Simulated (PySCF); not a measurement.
# Bi2OF8: how settings move a single point

Aim: repeat the single point on relaxed Bi2OF8 with altered settings, some of them bad on purpose. The species was built from a template and needn't be a known compound.

Program: PySCF 2.14.0. Level of theory: BP86, Bi def2-SVP with ECP60, O def2-SVP, F def2-SVP; scalar-relativistic core potentials, no spin–orbit coupling. These are calculated values, not measurements.

5 further runs of the same task are left out: 2 for a known fault of the program, 3 that didn't finish.

**1. The system as given**

11 atoms, charge 0, spin multiplicity 1.

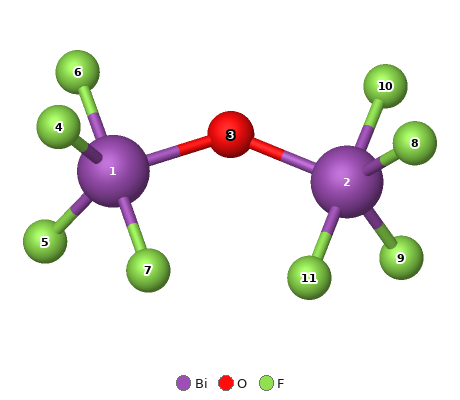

The geometry (bismuth purple, oxygen red, fluorine green); atoms are numbered from 1 in the order of the file.

Geometry (Å):

```mol
Bi2F8O
  3D, bonds by distance, orders not assigned

 11 10  0  0  0  0  0  0  0  0999 V2000
    0.0000    0.0542    1.9475 Bi  0  0
   -0.0000    0.0542   -1.9475 Bi  0  0
   -0.0000    0.8956    0.0000 O   0  0
    1.7236   -0.2613    2.9696 F   0  0
   -1.7236   -0.2613    2.9696 F   0  0
    0.0000    2.0013    2.5663 F   0  0
    0.0000   -1.8951    1.3422 F   0  0
    1.7236   -0.2613   -2.9696 F   0  0
   -1.7236   -0.2613   -2.9696 F   0  0
   -0.0000    2.0013   -2.5663 F   0  0
   -0.0000   -1.8951   -1.3422 F   0  0
  1  3  8  0
  1  4  8  0
  1  5  8  0
  1  6  8  0
  1  7  8  0
  2  3  8  0
  2  8  8  0
  2  9  8  0
  2 10  8  0
  2 11  8  0
M  END
```

Formal oxidation states: Bi +5. An earlier session relaxed this geometry at BP86, Bi def2-SVP with ECP60, O def2-SVP, F def2-SVP (singlet, point group C2v).

The sound run used a (50, 194) grid (finer on f atoms), a threshold of 1e-8 and at most 55 cycles, and ended at -1302.764153 Eh.

**2. Try 1**

Input file run.py (the lines that set the calculation):

```python
mol = gto.M(atom='''
Bi     0.00000     0.05418     1.94747
Bi     0.00000     0.05418    -1.94747
O      0.00000     0.89556     0.00000
F      1.72361    -0.26128     2.96962
F     -1.72361    -0.26128     2.96962
F      0.00000     2.00135     2.56632
F      0.00000    -1.89513     1.34220
F      1.72361    -0.26128    -2.96962
F     -1.72361    -0.26128    -2.96962
F      0.00000     2.00135    -2.56632
F      0.00000    -1.89513    -1.34220''',
    basis={'Bi': 'def2-SVP', 'O': 'def2-SVP', 'F': 'def2-SVP'},
    ecp={'Bi': 'def2-SVP'},
    charge=0, spin=0)
mf = dft.RKS(mol, xc='B88,P86')
mf.grids.atom_grid = (50, 194)
mf = mf.density_fit()  # fitting sets: Bi def2-universal-JKFIT, O def2-universal-JKFIT, F def2-universal-JKFIT
mf.conv_tol = 1e-08; mf.max_cycle = 55
mf.kernel(dm0)  # dm0: smeared density
```

On the command line:

```
$ OMP_NUM_THREADS=4 python run.py
```

What it wrote:

```text
init E= -1302.60643666962
  HOMO = -0.34708851129659  LUMO = -0.271768649012095  gap/eV = 2.04956
cycle= 1 E= -1302.75700260435  delta_E= -0.151  |g|= 0.173  |ddm|= 1.63
  HOMO = -0.338534683051254  LUMO = -0.286050712128127  gap/eV = 1.42816
cycle= 2 E= -1302.66142846678  delta_E= 0.0956  |g|= 0.679  |ddm|= 0.879
  HOMO = -0.3462976655734  LUMO = -0.283478678782558  gap/eV = 1.70939
cycle= 3 E= -1302.75224708574  delta_E= -0.0908  |g|= 0.231  |ddm|= 0.787
  HOMO = -0.355715627187305  LUMO = -0.284663847711755  gap/eV = 1.93342
cycle= 4 E= -1302.76388657682  delta_E= -0.0116  |g|= 0.0357  |ddm|= 0.27
  HOMO = -0.352762819888987  LUMO = -0.28191287927573  gap/eV = 1.92793
cycle= 5 E= -1302.7641315935  delta_E= -0.000245  |g|= 0.0103  |ddm|= 0.0395
  HOMO = -0.352982957785253  LUMO = -0.282200738152536  gap/eV = 1.92608
cycle= 6 E= -1302.76411706803  delta_E= 1.45e-05  |g|= 0.0131  |ddm|= 0.0198
  HOMO = -0.353234386490142  LUMO = -0.282341129646976  gap/eV = 1.92910
cycle= 7 E= -1302.76415262741  delta_E= -3.56e-05  |g|= 0.00126  |ddm|= 0.0123
  HOMO = -0.353290360089863  LUMO = -0.28235682822406  gap/eV = 1.93020
cycle= 8 E= -1302.76415288343  delta_E= -2.56e-07  |g|= 0.000676  |ddm|= 0.0018
  HOMO = -0.353278429504775  LUMO = -0.282351910005911  gap/eV = 1.93001
cycle= 9 E= -1302.76415297584  delta_E= -9.24e-08  |g|= 0.000137  |ddm|= 0.000714
  HOMO = -0.353272240565505  LUMO = -0.282350200879378  gap/eV = 1.92989
cycle= 10 E= -1302.76415297703  delta_E= -1.19e-09  |g|= 0.000117  |ddm|= 0.000242
  HOMO = -0.353275821168421  LUMO = -0.282351420642854  gap/eV = 1.92995
cycle= 11 E= -1302.76415297981  delta_E= -2.78e-09  |g|= 2.9e-05  |ddm|= 0.000126
  HOMO = -0.35327399055898  LUMO = -0.282350974724533  gap/eV = 1.92991
Extra cycle  E= -1302.76415297836  delta_E= 1.45e-09  |g|= 8.98e-05  |ddm|= 0.000108
converged SCF energy = -1302.76415297836
```

Wall time 7.5 s (4 threads of Arm Neoverse V2, shared host).

Changed: the starting guess (smeared density). It converges in 11 cycles, at the sound run's energy within 0.001 eV, with a largest force component of 0.01 eV/Å. The result survives the change.

**3. Try 2**

Changes to run.py (the lines that set the calculation) since step 2:

```diff
@@ -18,3 +18,3 @@
 mf = mf.density_fit()  # fitting sets: Bi def2-universal-JKFIT, O def2-universal-JKFIT, F def2-universal-JKFIT
-mf.conv_tol = 1e-08; mf.max_cycle = 55
-mf.kernel(dm0)  # dm0: smeared density
+mf.conv_tol = 1e-06; mf.max_cycle = 55
+mf.kernel(dm0)  # dm0: free metal ions and neutral atoms
```

On the command line:

```
$ OMP_NUM_THREADS=4 python run.py
```

What it wrote:

```text
init E= -1314.93231227078
  HOMO = -0.325200734418933  LUMO = -0.237864646002318  gap/eV = 2.37654
cycle= 1 E= -1302.62412553614  delta_E= 12.3  |g|= 0.874  |ddm|= 3.81
  HOMO = -0.225963149260249  LUMO = -0.195189684275406  gap/eV = 0.83739
cycle= 2 E= -1297.96384314433  delta_E= 4.66  |g|= 3.49  |ddm|=  4.8
  HOMO = -0.373735091162375  LUMO = -0.316985015139712  gap/eV = 1.54425
cycle= 3 E= -1302.53069284162  delta_E= -4.57  |g|= 0.974  |ddm|= 4.61
  HOMO = -0.363378339408715  LUMO = -0.296894135387284  gap/eV = 1.80913
cycle= 4 E= -1302.72354181801  delta_E= -0.193  |g|= 0.388  |ddm|= 0.548
  HOMO = -0.339647640497319  LUMO = -0.279263240865319  gap/eV = 1.64314
cycle= 5 E= -1302.74651075378  delta_E= -0.023  |g|= 0.283  |ddm|= 0.619
  HOMO = -0.345899628864426  LUMO = -0.280280779867457  gap/eV = 1.78558
cycle= 6 E= -1302.75764728147  delta_E= -0.0111  |g|= 0.165  |ddm|= 0.369
  HOMO = -0.35252643376874  LUMO = -0.282437231471214  gap/eV = 1.90722
cycle= 7 E= -1302.76359973358  delta_E= -0.00595  |g|= 0.051  |ddm|= 0.197
  HOMO = -0.353526016967246  LUMO = -0.282584173777938  gap/eV = 1.93043
cycle= 8 E= -1302.7640126733  delta_E= -0.000413  |g|= 0.0256  |ddm|= 0.068
  HOMO = -0.353490642462184  LUMO = -0.282371798421565  gap/eV = 1.93524
cycle= 9 E= -1302.76414198426  delta_E= -0.000129  |g|= 0.00661  |ddm|= 0.0274
  HOMO = -0.353326969061457  LUMO = -0.282363540192794  gap/eV = 1.93101
cycle= 10 E= -1302.76415280098  delta_E= -1.08e-05  |g|= 0.000845  |ddm|= 0.00705
  HOMO = -0.353296885266006  LUMO = -0.282355409839386  gap/eV = 1.93042
cycle= 11 E= -1302.76415293917  delta_E= -1.38e-07  |g|= 0.000403  |ddm|= 0.000826
  HOMO = -0.353154151698636  LUMO = -0.282331086699962  gap/eV = 1.92719
Extra cycle  E= -1302.76415136296  delta_E= 1.58e-06  |g|= 0.00265  |ddm|= 0.00301
converged SCF energy = -1302.76415136296
```

Wall time 7.4 s (4 threads of Arm Neoverse V2, shared host).

Changed: the SCF threshold (1e-06). It converges in 11 cycles, at the sound run's energy within 0.001 eV, with a largest force component of 0.01 eV/Å. The result survives the change.

**4. Try 3**

Changes to run.py (the lines that set the calculation) since step 3:

```diff
@@ -18,3 +18,3 @@
 mf = mf.density_fit()  # fitting sets: Bi def2-universal-JKFIT, O def2-universal-JKFIT, F def2-universal-JKFIT
-mf.conv_tol = 1e-06; mf.max_cycle = 55
-mf.kernel(dm0)  # dm0: free metal ions and neutral atoms
+mf.conv_tol = 1e-08; mf.max_cycle = 57
+mf.kernel(dm0)  # dm0: core Hamiltonian
```

On the command line:

```
$ OMP_NUM_THREADS=4 python run.py
```

What it wrote:

```text
init E= -1226.63291838024
  HOMO = 1.05776610175866  LUMO = 1.10463420585774  gap/eV = 1.27535
cycle= 1 E= -1076.93469138762  delta_E=  150  |g|= 20.3  |ddm|= 44.7
cycle= 2 E= -960.502871592067  delta_E=  116  |g|= 19.8  |ddm|= 53.5
  HOMO = -0.401012331311659  LUMO = -0.387109496142913  gap/eV = 0.37832
cycle= 3 E= -1235.13463783055  delta_E= -275  |g|= 11.4  |ddm|= 39.8
cycle= 4 E= -1186.36188416305  delta_E= 48.8  |g|= 16.2  |ddm|= 29.7
cycle= 5 E= -1296.09189896199  delta_E= -110  |g|= 5.17  |ddm|= 27.7
  HOMO = -0.0326311196189921  LUMO = -0.0245055332657349  gap/eV = 0.22111
cycle= 6 E= -1279.44760676375  delta_E= 16.6  |g|= 7.18  |ddm|= 9.15
  HOMO = -0.200649078852536  LUMO = -0.188169527887533  gap/eV = 0.33959
cycle= 7 E= -1299.60984220301  delta_E= -20.2  |g|= 3.79  |ddm|= 8.95
  HOMO = -0.328255672304351  LUMO = -0.282911346549799  gap/eV = 1.23388
cycle= 8 E= -1302.07369007059  delta_E= -2.46  |g|=  1.8  |ddm|= 3.91
  HOMO = -0.159828426288132  LUMO = -0.153494651005707  gap/eV = 0.17235
cycle= 9 E= -1294.37754628226  delta_E=  7.7  |g|= 5.65  |ddm|=  5.9
  HOMO = -0.249183155555278  LUMO = -0.24467754434629  gap/eV = 0.12260
cycle= 10 E= -1300.96056385795  delta_E= -6.58  |g|= 2.44  |ddm|= 3.77
  HOMO = -0.283799234743164  LUMO = -0.251488816907609  gap/eV = 0.87921
cycle= 11 E= -1302.44833595902  delta_E= -1.49  |g|= 1.15  |ddm|= 3.18
  HOMO = -0.324805637160094  LUMO = -0.27461052056314  gap/eV = 1.36588
cycle= 12 E= -1302.41518571819  delta_E= 0.0332  |g|= 1.25  |ddm|= 2.08
  HOMO = -0.350085969438138  LUMO = -0.288087477705563  gap/eV = 1.68706
cycle= 13 E= -1302.74374598016  delta_E= -0.329  |g|= 0.283  |ddm|= 1.14
  HOMO = -0.355746760577019  LUMO = -0.282945209137498  gap/eV = 1.98103
cycle= 14 E= -1302.76324960006  delta_E= -0.0195  |g|= 0.0647  |ddm|= 0.32
  HOMO = -0.354044392286484  LUMO = -0.282838789692491  gap/eV = 1.93760
cycle= 15 E= -1302.76409454362  delta_E= -0.000845  |g|= 0.0165  |ddm|= 0.0585
  HOMO = -0.353336743149524  LUMO = -0.282187789538256  gap/eV = 1.93606
cycle= 16 E= -1302.76414258777  delta_E= -4.8e-05  |g|= 0.00657  |ddm|= 0.021
  HOMO = -0.353374992282145  LUMO = -0.282412361782086  gap/eV = 1.93099
cycle= 17 E= -1302.7641388496  delta_E= 3.74e-06  |g|= 0.00808  |ddm|= 0.0125
  HOMO = -0.353345057840878  LUMO = -0.282404976332909  gap/eV = 1.93038
cycle= 18 E= -1302.76415211616  delta_E= -1.33e-05  |g|= 0.00187  |ddm|= 0.00908
  HOMO = -0.353276609319566  LUMO = -0.282343039290112  gap/eV = 1.93020
cycle= 19 E= -1302.76415295825  delta_E= -8.42e-07  |g|= 0.000313  |ddm|= 0.00214
  HOMO = -0.353280613844548  LUMO = -0.282351856095861  gap/eV = 1.93007
cycle= 20 E= -1302.76415296822  delta_E= -9.97e-09  |g|= 0.000239  |ddm|= 0.000399
  HOMO = -0.353280232117762  LUMO = -0.282353071760237  gap/eV = 1.93003
cycle= 21 E= -1302.76415297878  delta_E= -1.06e-08  |g|= 7.08e-05  |ddm|= 0.00022
  HOMO = -0.353275773751156  LUMO = -0.282351596902814  gap/eV = 1.92995
cycle= 22 E= -1302.76415297947  delta_E= -6.87e-10  |g|= 5.03e-05  |ddm|= 0.000103
  HOMO = -0.353275248947622  LUMO = -0.282351330871535  gap/eV = 1.92994
Extra cycle  E= -1302.76415297584  delta_E= 3.62e-09  |g|= 0.000142  |ddm|= 0.000191
converged SCF energy = -1302.76415297584
```

Run time: 12 s. Hardware: 4 threads of Arm Neoverse V2, shared host.

Changed: the starting guess (bare core Hamiltonian); the cycle limit is 57. It converges in 22 cycles, at the sound run's energy within 0.001 eV, with a largest force component of 0.01 eV/Å. The result survives the change.

**5. Try 4**

Changes to run.py (the lines that set the calculation) since step 4:

```diff
@@ -16,5 +16,5 @@
 mf = dft.RKS(mol, xc='B88,P86')
-mf.grids.atom_grid = (50, 194)
+mf.grids.atom_grid = (99, 590)
 mf = mf.density_fit()  # fitting sets: Bi def2-universal-JKFIT, O def2-universal-JKFIT, F def2-universal-JKFIT
-mf.conv_tol = 1e-08; mf.max_cycle = 57
-mf.kernel(dm0)  # dm0: core Hamiltonian
+mf.conv_tol = 1e-08; mf.max_cycle = 55
+mf.kernel(dm0)  # dm0: free metal ions and neutral atoms
```

On the command line:

```
$ OMP_NUM_THREADS=4 python run.py
```

What it wrote:

```text
init E= -1314.93035986415
  HOMO = -0.325209728890896  LUMO = -0.237814146666857  gap/eV = 2.37815
cycle= 1 E= -1302.62218865486  delta_E= 12.3  |g|= 0.874  |ddm|= 3.81
  HOMO = -0.225976563652569  LUMO = -0.195197516437861  gap/eV = 0.83754
cycle= 2 E= -1297.9604392644  delta_E= 4.66  |g|= 3.49  |ddm|= 4.79
  HOMO = -0.373777052727376  LUMO = -0.316990021618291  gap/eV = 1.54525
cycle= 3 E= -1302.52855836952  delta_E= -4.57  |g|= 0.975  |ddm|= 4.61
  HOMO = -0.363390830614717  LUMO = -0.29691138782394  gap/eV = 1.80900
cycle= 4 E= -1302.72162129073  delta_E= -0.193  |g|= 0.389  |ddm|= 0.548
  HOMO = -0.339302309603914  LUMO = -0.279210586927711  gap/eV = 1.63518
cycle= 5 E= -1302.74439273871  delta_E= -0.0228  |g|= 0.285  |ddm|= 0.62
  HOMO = -0.345910266614356  LUMO = -0.28028195480487  gap/eV = 1.78584
cycle= 6 E= -1302.7556771895  delta_E= -0.0113  |g|= 0.167  |ddm|= 0.373
  HOMO = -0.352478212138576  LUMO = -0.282392396125882  gap/eV = 1.90713
cycle= 7 E= -1302.76170545978  delta_E= -0.00603  |g|= 0.0546  |ddm|= 0.201
  HOMO = -0.353544907381214  LUMO = -0.282588550208967  gap/eV = 1.93082
cycle= 8 E= -1302.7621907433  delta_E= -0.000485  |g|= 0.026  |ddm|= 0.0714
  HOMO = -0.353524209569016  LUMO = -0.282365368613732  gap/eV = 1.93633
cycle= 9 E= -1302.76232530079  delta_E= -0.000135  |g|= 0.00647  |ddm|= 0.0276
  HOMO = -0.353360624814446  LUMO = -0.282356158371549  gap/eV = 1.93213
cycle= 10 E= -1302.76233506125  delta_E= -9.76e-06  |g|= 0.000831  |ddm|= 0.00697
  HOMO = -0.353330832018023  LUMO = -0.282348131831231  gap/eV = 1.93154
cycle= 11 E= -1302.76233501673  delta_E= 4.45e-08  |g|= 0.000398  |ddm|= 0.000804
  HOMO = -0.353314711489384  LUMO = -0.282346234555458  gap/eV = 1.93115
cycle= 12 E= -1302.76233505535  delta_E= -3.86e-08  |g|= 6.65e-05  |ddm|= 0.00037
  HOMO = -0.353309827068117  LUMO = -0.282344140267409  gap/eV = 1.93107
cycle= 13 E= -1302.76233505655  delta_E= -1.2e-09  |g|= 3.81e-06  |ddm|= 7.68e-05
  HOMO = -0.353309595537518  LUMO = -0.282344129340196  gap/eV = 1.93107
Extra cycle  E= -1302.76233505651  delta_E= 3.5e-11  |g|= 1.32e-05  |ddm|= 1.66e-05
converged SCF energy = -1302.76233505651
```

Wall time 22 s (4 threads of Arm Neoverse V2, shared host).

Changed: the integration grid, to (99, 590). It converges in 13 cycles, +0.049 eV from the sound run, with a largest force component of 0.03 eV/Å.

**6. Try 5**

Changes to run.py (the lines that set the calculation) since step 5:

```diff
@@ -14,7 +14,7 @@
     ecp={'Bi': 'def2-SVP'},
-    charge=0, spin=0)
+    charge=1, spin=0)
 mf = dft.RKS(mol, xc='B88,P86')
-mf.grids.atom_grid = (99, 590)
+mf.grids.atom_grid = (50, 194)
 mf = mf.density_fit()  # fitting sets: Bi def2-universal-JKFIT, O def2-universal-JKFIT, F def2-universal-JKFIT
-mf.conv_tol = 1e-08; mf.max_cycle = 55
+mf.conv_tol = 1e-08; mf.max_cycle = 85
 mf.kernel(dm0)  # dm0: free metal ions and neutral atoms
```

On the command line:

```
$ OMP_NUM_THREADS=4 python run.py
```

What it wrote:

```text
RuntimeError: Electron number 125 and spin 0 are not consistent
Note mol.spin = 2S = Nalpha - Nbeta, not 2S+1
```

Hardware: 4 threads of Arm Neoverse V2, shared host.

Changed: the charge (by +1); the cycle limit is 85. The program refuses it: the number of electrons and the spin don't fit.

**7. Side by side**

| run | changed | ending | energy change (eV) | cycles | time | usable |
| --- | --- | --- | --- | --- | --- | --- |
| 1 | the starting guess | converged | 0.000 | 11 | 7.5 s | yes |
| 2 | the SCF threshold | converged | 0.000 | 11 | 7.4 s | yes |
| 3 | the starting guess | converged | 0.000 | 22 | 12 s | yes |
| 4 | the integration grid | converged | +0.049 | 13 | 22 s | yes |
| 5 | the charge | refused | – | – | 0 s | no |

4 of 5 altered runs give a usable result. 
